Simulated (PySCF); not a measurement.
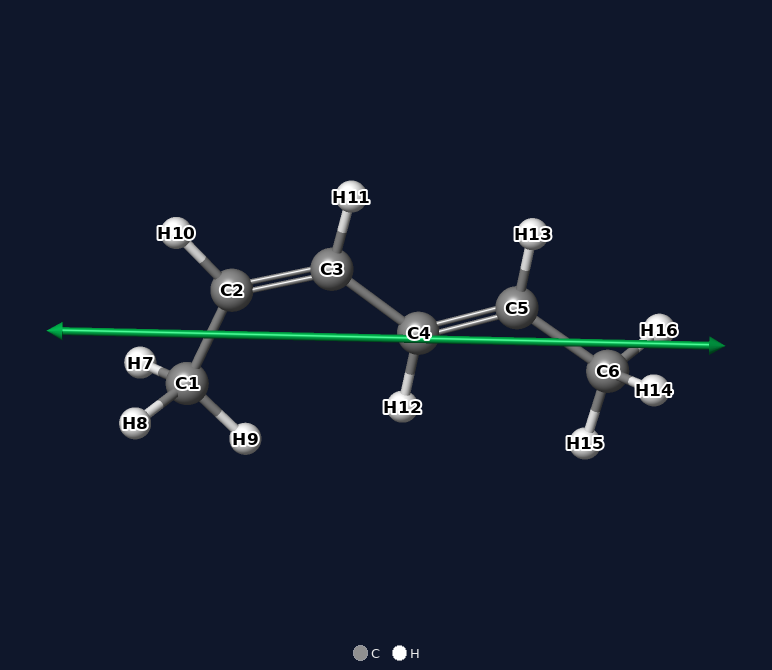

The double arrow shows the direction of the transition dipole to excited singlet state 5 (its length means nothing). Computed geometry: PBE0-D3(BJ)/def2-SVP optimisation. No frequency run is at hand to confirm it as a minimum. Method: TDDFT PBE/def2-SVPD, vertical, gas phase, core orbitals frozen in the response (PySCF 2.14.0).

**How is the transition polarised?**

Close to the long direction C1···C6.

**Where does the transition lie, and how strong is it?**

6.11 eV (203 nm), oscillator strength 0.040, mainly HOMO → LUMO+4 (weight 0.56); transition dipole 1.31 D.
